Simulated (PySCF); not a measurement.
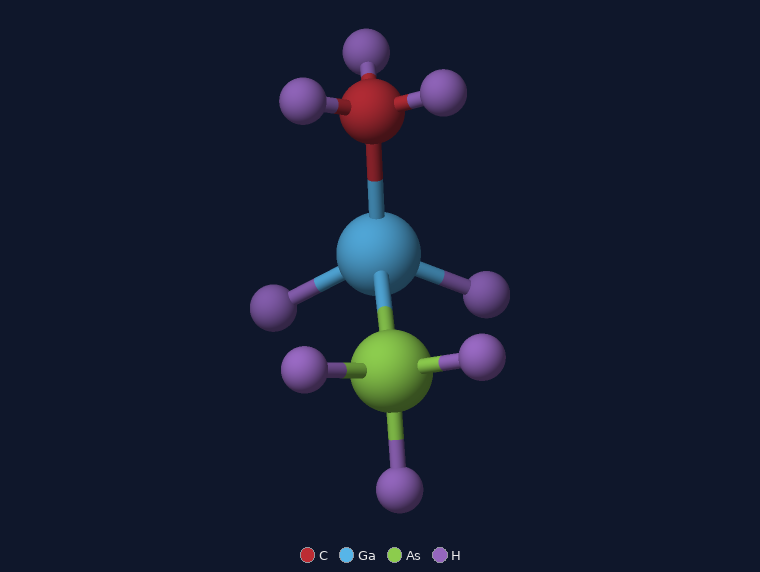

The computed structure is the end point of a PBE0-D3(BJ)/def2-SVP optimisation. No frequency run is at hand to confirm it as a minimum.

Draw it as a skeletal formula.

SMILES: [CH3][GaH2-][AsH3+]

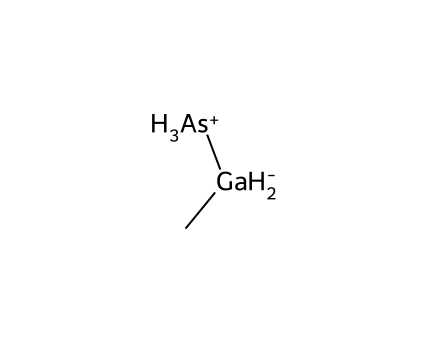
